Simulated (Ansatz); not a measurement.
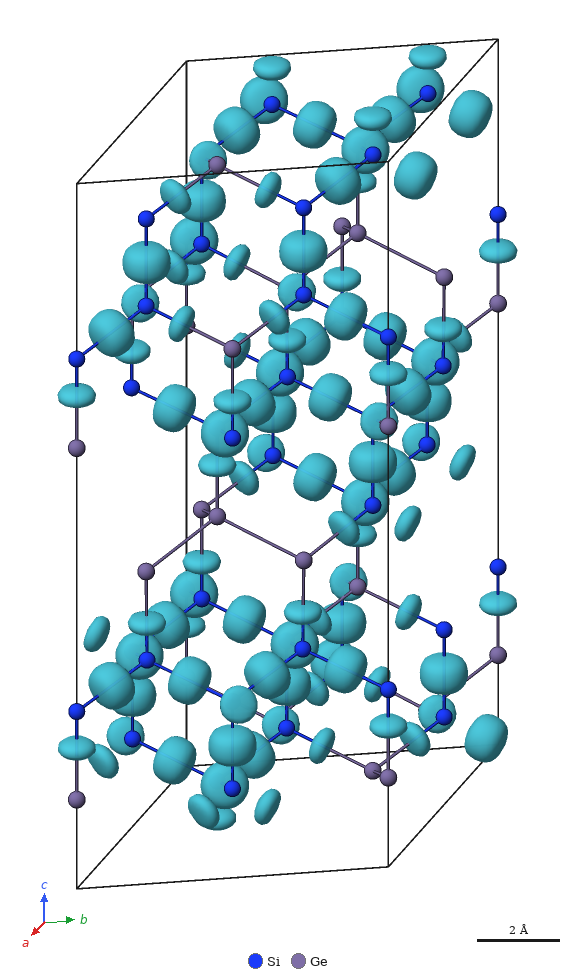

Si11Ge5. Isosurface of the ELF at 0.85 (cyan), seen at an oblique angle. Only the valence region is drawn (cores and ρ < 0.01 e/Å³ removed). Sticks mark near contacts.

Space group R3m; a generated structure, not necessarily the stable one.

Computed with Ansatz 0.2.0, DFT PBEsol, scalar-relativistic, plane waves, PAW.

### What do the ELF domains correspond to?

At this value the surface marks out 42 regions between bonded Ge–Si atoms (shared pairs) and 45 regions between bonded Si–Si atoms (shared pairs), counted in one cell of 48 atoms. Any copies at cell faces, edges or corners count once.

Values along the shortest contacts:
Si–Si (2.35 Å): the ELF peaks at about 0.95 between the atoms, as expected for localised, covalent bonding. Si–Ge (2.38 Å): the ELF peaks at about 0.90 between the atoms, as expected for a covalent bond.
